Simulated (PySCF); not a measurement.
**GeB (charge +1, triplet): density, localisation and related maps**

| atom | x (Å) | y (Å) | z (Å) |
| --- | --- | --- | --- |
| Ge | 0.0000 | 0.0000 | -0.2821 |
| B | 0.0000 | 0.0000 | 1.8939 |

The calculation used PBE0/x2c-SVPall, spin-free X2C-1e, Gaussian nucleus, at a bond length of 2.176 Å in PySCF 2.14.0.

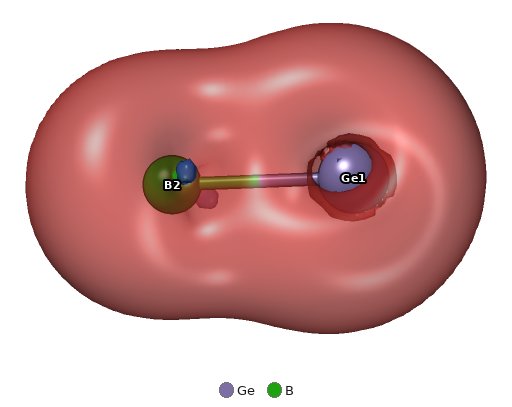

Figure 1. Isosurfaces of the spin density (α minus β) at +0.015 (red) and −0.015 e/Å³ (blue), seen from one side.

> Which atoms carry the spin?

The unpaired spin (2 electrons) lies mostly on B2 (about 1.1) and Ge1 (about 0.9), in electrons by Hirshfeld's partition.

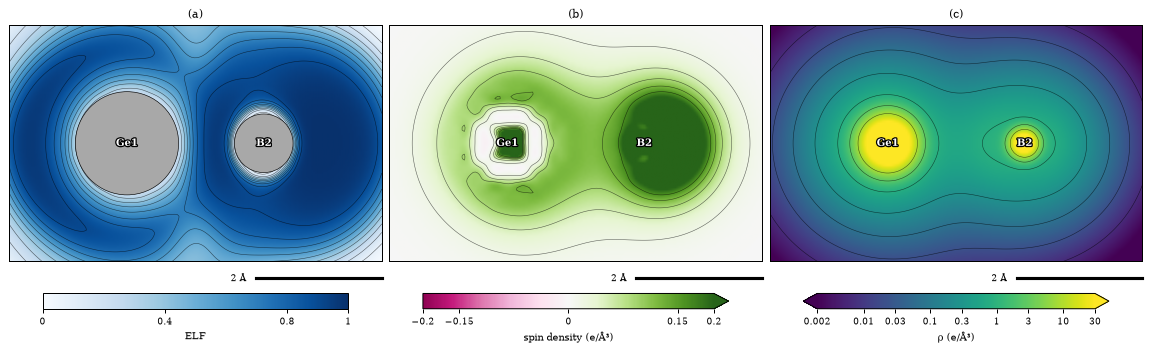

Figure 2. (a) ELF; (b) spin density (α minus β); (c) total electron density on a plane that holds the molecular axis. Grey discs cover the atomic cores in the ELF map.

> Interpret the plot.

The section cuts through Ge and B sites.
Ge–B (2.18 Å): ρ at the midpoint is about 0.61 e/Å³; the ELF peaks at about 0.95 in the valence shell of B, 0.8 Å from its nucleus, and is about 0.75 at the midpoint.
The ELF also peaks beside B2, away from the bonds: non-bonding electrons, paired or unpaired.

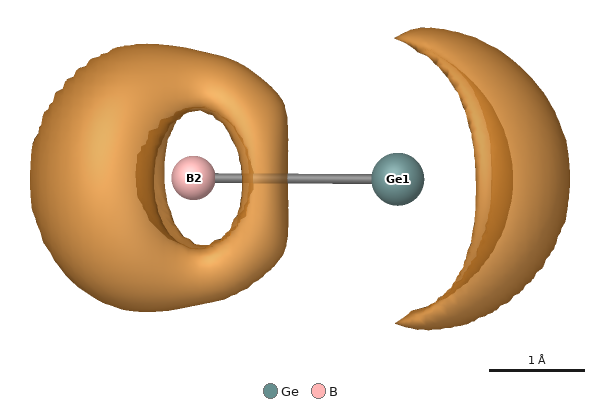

Figure 3. Isosurface of the electron localisation function at 0.85 (orange), seen from one side. Only the valence region is drawn (cores and ρ < 0.01 e/Å³ removed).

> Identify the bonds, lone pairs and shells in this picture.

The surface consists of one lobe on B, pointing away from the bonds (non-bonding electrons) and one lobe on Ge, pointing away from the bonds (non-bonding electrons).
